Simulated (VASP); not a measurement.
Band structure of Zn$_{3}$Mo (space group Pm-3m). Method: PBE GGA, VASP's PBE PAW potentials (set 64) (plane waves; VASP 6.6.1).

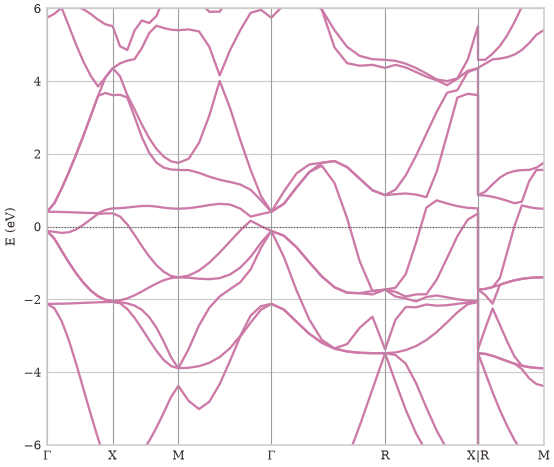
*Bands along high-symmetry lines, zero at the valence-band maximum or, without a gap, the Fermi level*

### Question
Read the plot: is there a gap, and where are the band edges?

### Answer
It has no gap at this level: it comes out as a metal or semimetal.

The structure was generated: Zn3Mo was put into an ordered model structure, which need not be its known phase. The cell was not relaxed at this level.
